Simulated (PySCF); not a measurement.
# SOF₂: NMR shifts, electronic excitations and K edges in gas and solvents, part 2 of 2

PySCF 2.14.0. Atoms count from 0. The steps go on from the part before.

### Step 6. Ultraviolet spectrum: CAM-B3LYP/def2-SVPD in acetone

The job: settings as JSON, then the geometry in Å.

```
{"job": {"kind": "uv", "xc": "CAM-B3LYP", "basis": "def2-SVPD", "solvent": "acetone", "nstates": 6, "ntriplets": 0}, "charge": 0, "multiplicity": 1}
O      0.866433    -0.949649    -0.597255
S     -0.042971    -0.377630     0.357019
F      0.511565     1.103122     0.692051
F     -1.297167     0.198876    -0.484151
```

Method: TDDFT CAM-B3LYP/def2-SVPD, vertical, IEF-PCM acetone (non-equilibrium linear response), core orbitals frozen in the response.

The program printed:

```text
coarse grid: 4888 points
cycle   1  E = -672.4413045458  dE =  8.289e-01  |g| = 9.585e-01  |ddm| = 2.453e+00
cycle   2  E = -672.2414518668  dE =  1.999e-01  |g| = 1.436e+00  |ddm| = 1.820e+00
cycle   3  E = -672.6143781766  dE = -3.729e-01  |g| = 1.787e-01  |ddm| = 1.096e+00
cycle   4  E = -672.6195282039  dE = -5.150e-03  |g| = 5.604e-02  |ddm| = 1.398e-01
cycle   5  E = -672.6200261052  dE = -4.979e-04  |g| = 1.084e-02  |ddm| = 4.355e-02
cycle   6  E = -672.6200476022  dE = -2.150e-05  |g| = 9.800e-04  |ddm| = 9.981e-03
cycle   7  E = -672.6200481258  dE = -5.235e-07  |g| = 2.727e-04  |ddm| = 2.345e-03
final grid: 46168 points
cycle   8  E = -672.6947201698  dE = -3.990e-06  |g| = 2.843e-03  |ddm| = 9.916e-03
cycle   9  E = -672.6947193467  dE =  8.231e-07  |g| = 3.706e-03  |ddm| = 3.523e-03
cycle  10  E = -672.6947214463  dE = -2.100e-06  |g| = 2.226e-04  |ddm| = 2.074e-03
cycle  11  E = -672.6947214527  dE = -6.418e-09  |g| = 1.453e-04  |ddm| = 2.399e-04
cycle  12  E = -672.6947214567  dE = -3.994e-09  |g| = 3.600e-05  |ddm| = 1.409e-04
cycle  13  E = -672.6947214570  dE = -3.184e-10  |g| = 3.717e-06  |ddm| = 3.847e-05
converged SCF energy = -672.6947214570

Static polarisability (au): isotropic 32.907, principal 27.554 32.979 38.187

Singlet excitations
state   eV       nm        f      main configurations
  1   6.6194    187.3   0.03801   H->L 0.94
  2   7.7987    159.0   0.01815   H->L+1 0.57, H-1->L 0.37
  3   8.5496    145.0   0.01504   H-2->L 0.92
  4   8.8509    140.1   0.16587   H-1->L 0.48, H->L+1 0.31, H-2->L+1 0.09
  5   8.9134    139.1   0.00043   H-1->L+1 0.88
  6   9.1801    135.1   0.07430   H->L+2 0.67, H->L+3 0.16, H->L+6 0.11
```

Wall time 5.2 s (1 thread of Intel Xeon Platinum 8488C, shared host); peak memory 0.42 GiB.

In short: HOMO -11.29 eV, LUMO -0.36 eV; lowest singlet 6.62 eV.

### Step 7. Ultraviolet spectrum: CAM-B3LYP/def2-SVPD in benzene

The job: settings as JSON, then the geometry in Å.

```
{"job": {"kind": "uv", "xc": "CAM-B3LYP", "basis": "def2-SVPD", "solvent": "benzene", "nstates": 6, "ntriplets": 0}, "charge": 0, "multiplicity": 1}
O      0.866433    -0.949649    -0.597255
S     -0.042971    -0.377630     0.357019
F      0.511565     1.103122     0.692051
F     -1.297167     0.198876    -0.484151
```

Method: TDDFT CAM-B3LYP/def2-SVPD, vertical, IEF-PCM benzene (non-equilibrium linear response), core orbitals frozen in the response.

The program printed:

```text
coarse grid: 4888 points
cycle   1  E = -672.4319179285  dE =  8.382e-01  |g| = 9.731e-01  |ddm| = 2.453e+00
cycle   2  E = -672.1865549199  dE =  2.454e-01  |g| = 1.526e+00  |ddm| = 1.869e+00
cycle   3  E = -672.6097210287  dE = -4.232e-01  |g| = 2.059e-01  |ddm| = 1.162e+00
cycle   4  E = -672.6166794467  dE = -6.958e-03  |g| = 6.099e-02  |ddm| = 1.600e-01
cycle   5  E = -672.6172726388  dE = -5.932e-04  |g| = 1.122e-02  |ddm| = 4.788e-02
cycle   6  E = -672.6172957958  dE = -2.316e-05  |g| = 1.189e-03  |ddm| = 9.992e-03
cycle   7  E = -672.6172964858  dE = -6.899e-07  |g| = 3.182e-04  |ddm| = 2.708e-03
final grid: 46168 points
cycle   8  E = -672.6919657290  dE = -3.975e-06  |g| = 2.846e-03  |ddm| = 9.967e-03
cycle   9  E = -672.6919648177  dE =  9.113e-07  |g| = 3.779e-03  |ddm| = 3.569e-03
cycle  10  E = -672.6919670092  dE = -2.192e-06  |g| = 2.562e-04  |ddm| = 2.130e-03
cycle  11  E = -672.6919670179  dE = -8.663e-09  |g| = 1.561e-04  |ddm| = 2.591e-04
cycle  12  E = -672.6919670225  dE = -4.594e-09  |g| = 3.568e-05  |ddm| = 1.483e-04
cycle  13  E = -672.6919670228  dE = -3.276e-10  |g| = 3.760e-06  |ddm| = 3.831e-05
converged SCF energy = -672.6919670228

Static polarisability (au): isotropic 29.534, principal 24.812 29.698 34.090

Singlet excitations
state   eV       nm        f      main configurations
  1   6.5310    189.8   0.03769   H->L 0.95
  2   7.7189    160.6   0.01582   H->L+1 0.55, H-1->L 0.40
  3   8.4702    146.4   0.01593   H-2->L 0.92
  4   8.7878    141.1   0.17352   H-1->L 0.46, H->L+1 0.34
  5   8.8218    140.5   0.00107   H-1->L+1 0.89
  6   9.2134    134.6   0.08359   H->L+3 0.54, H->L+2 0.26, H->L+6 0.13
```

Run time: 5.2 s. Hardware: 1 thread of Intel Xeon Platinum 8488C, shared host; peak memory 0.42 GiB.

In short: HOMO -11.37 eV, LUMO -0.51 eV; lowest singlet 6.53 eV.

### Step 8. Core excitations: BHandHLYP/def2-SVPD+aug-pcX-1

The job: settings as JSON, then the geometry in Å.

```
{"job": {"kind": "xas", "xc": "BHandHLYP", "basis": {"default": "aug-pcX-1", "H": "pcseg-1", "S": "def2-SVPD"}}, "charge": 0, "multiplicity": 1}
O      0.866433    -0.949649    -0.597255
S     -0.042971    -0.377630     0.357019
F      0.511565     1.103122     0.692051
F     -1.297167     0.198876    -0.484151
```

With the program's defaults for keys left out, this is: core-valence-separated TDA BHandHLYP/aug-pcX-1 H:pcseg-1 S:def2-SVPD, K edges, non-relativistic, gas phase.

The program printed:

```text
coarse grid: 4888 points
cycle   1  E = -672.5839888777  dE =  8.044e-01  |g| = 9.530e-01  |ddm| = 2.418e+00
cycle   2  E = -672.3976360124  dE =  1.864e-01  |g| = 1.412e+00  |ddm| = 1.552e+00
cycle   3  E = -672.7452425176  dE = -3.476e-01  |g| = 1.980e-01  |ddm| = 9.685e-01
cycle   4  E = -672.7514402557  dE = -6.198e-03  |g| = 5.734e-02  |ddm| = 1.366e-01
cycle   5  E = -672.7519342455  dE = -4.940e-04  |g| = 1.097e-02  |ddm| = 4.706e-02
cycle   6  E = -672.7519582517  dE = -2.401e-05  |g| = 1.746e-03  |ddm| = 9.837e-03
cycle   7  E = -672.7519598312  dE = -1.579e-06  |g| = 5.663e-04  |ddm| = 4.396e-03
final grid: 46168 points
cycle   8  E = -672.7813165726  dE = -4.662e-05  |g| = 2.567e-03  |ddm| = 7.083e-03
cycle   9  E = -672.7813161581  dE =  4.146e-07  |g| = 2.681e-03  |ddm| = 2.335e-03
cycle  10  E = -672.7813171352  dE = -9.772e-07  |g| = 5.161e-04  |ddm| = 1.595e-03
cycle  11  E = -672.7813171651  dE = -2.992e-08  |g| = 2.832e-04  |ddm| = 3.881e-04
cycle  12  E = -672.7813171785  dE = -1.335e-08  |g| = 1.534e-05  |ddm| = 1.711e-04
cycle  13  E = -672.7813171786  dE = -9.493e-11  |g| = 6.559e-06  |ddm| = 2.245e-05
converged SCF energy = -672.7813171786

O K edge
   eV          f      from atoms
  530.729   0.03213   O0
  532.741   0.02404   O0
  533.524   0.03743   O0
  535.481   0.00717   O0
  536.646   0.00456   O0
  536.844   0.00072   O0
  537.101   0.00138   O0
  538.402   0.00157   O0

F K edge
   eV          f      from atoms
  683.658   0.03212   F2 F3
  683.660   0.04054   F3 F2
  685.976   0.01309   F3
  685.979   0.00846   F2
  687.856   0.00231   F2 F3
  687.857   0.02416   F3 F2
  688.266   0.00207   F2 F3
  688.267   0.00326   F3 F2
  689.581   0.00235   F2 F3
  689.583   0.00198   F3 F2
  690.008   0.00130   F2
  690.009   0.00124   F3
```

Wall time 4.2 s (1 thread of Intel Xeon Platinum 8488C, shared host); peak memory 0.44 GiB.

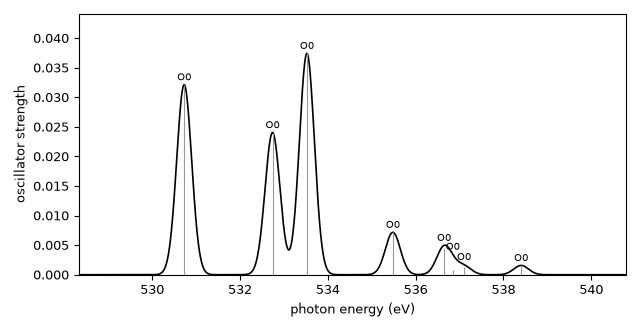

The O K edge. Lines are broadened to a width of 0.40 eV (Gaussian).

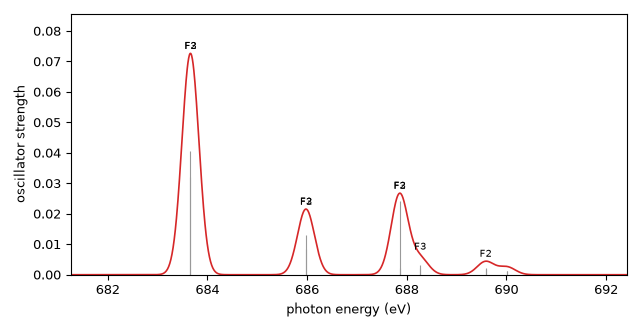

The F K edge. Lines are broadened to a width of 0.40 eV (Gaussian).

### Step 9. Run by run: NMR shifts

Shifts (ppm), means over like atoms, with basis size and wall time:

```tsv
run	O0	S1	F2	functions	time
PBE0/pcSseg-1 in acetone	347.3	572	79.1	75	4.4 s
PBE0/pcSseg-1 in benzene	351.8	569	82.1	75	3 s
```

The continuum's effect on the ground state:

```tsv
solvent	ε	polarisation energy (Eh)	μ (D)
benzene	2.27	-0.0026	2.04
acetone	20.49	-0.0060	2.23
```

### Step 10. Side by side: electronic excitations

Excitations and ground-state properties, with basis size and wall time:

```tsv
run	lowest singlet (eV)	brightest (eV)	f	gap (eV)	α (Å³)	μ (D)	functions	time
CAM-B3LYP/def2-SVPD	6.49	8.83	0.127	10.80	3.97	1.87	96	6.1 s
CAM-B3LYP/def2-SVPD in acetone	6.62	8.85	0.166	10.93	4.88	2.32	96	5.2 s
CAM-B3LYP/def2-SVPD in benzene	6.53	8.79	0.174	10.86	4.38	2.07	96	5.2 s
```

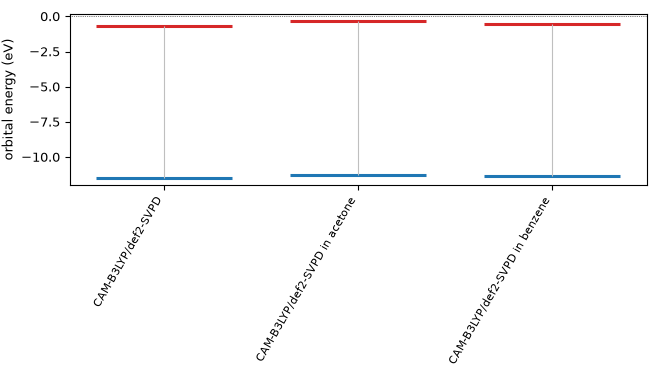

HOMO (blue) and LUMO (red) run by run.

The continuum's effect on the ground state:

```tsv
solvent	ε	polarisation energy (Eh)	μ (D)
benzene	2.27	-0.0025	2.07
acetone	20.49	-0.0059	2.32
```

### Step 11. Summary of results

What follows sums up all 2 parts.

| quantity | value |
| --- | --- |
| point group | Cs |
| rotational constants (main isotopes) | 8.29, 8.06, 4.78 GHz |
| 17O shifts against H2O (PBE0/pcSseg-1, acetone) | 347.3 ppm |
| 33S shifts against CS2 (PBE0/pcSseg-1, acetone) | 572 ppm |
| 19F shifts against CFCl3 (PBE0/pcSseg-1, acetone, means over atoms taken as alike) | 79.1 ppm |
| lowest singlet (CAM-B3LYP/def2-SVPD) | 6.49 eV (191 nm), f = 0.029 |
| brightest single state of those computed | state 5, 8.83 eV, f = 0.127 |
| O K edge | first line 530.73 eV, strongest 533.52 eV (f = 0.037) |
| F K edge | first line 683.66 eV, strongest 683.66 eV (f = 0.041) |
| range of the shift of O0 | 347.3 to 351.8 ppm |
| range of the lowest singlet | 6.49 to 6.62 eV |

What this shows: Relaxing lowered the energy by 0.069 eV in 5 steps; the close pair that moved most is S1–F2, from 1.681 to 1.616 Å. No frequency check was run at this level, so the end point may be a saddle. At PBE0/pcSseg-1: The largest span, 666 ppm, is at S1, where the paramagnetic term is -1123 ppm. The lowest singlet, at 6.49 eV, is HOMO→LUMO 0.94 and is weak; of the 6 states computed, the strongest absorption comes from state 5 at 8.83 eV (the last state computed is bright too, and its partners may lie past the list). The polarisability is 1 % above the measured 3.93 Å³. At the O edge the strongest single line lifts a 1s electron of O0 into several orbitals, led by LUMO+3 (weight 0.41), 2.8 eV above the first line. At the F edge the strongest single line lifts a 1s electron of F3 and F2 into several orbitals, led by LUMO (weight 0.50), 0.0 eV above the first line. Absolute edge energies from this method are off by several eV; spacings are better. Across the 2 runs the shift of O0 moves most, between 347.3 (PBE0/pcSseg-1 in acetone) and 351.8 ppm (PBE0/pcSseg-1 in benzene). The continuum holds electrostatics alone: no hydrogen bonds to the solvent, and the gas-phase geometry is kept. The lowest singlet runs from 6.49 eV (CAM-B3LYP/def2-SVPD) to 6.62 eV (CAM-B3LYP/def2-SVPD in acetone), while the orbital gap spans 10.80 to 10.93 eV. The lowest state need not be the same one in every run.
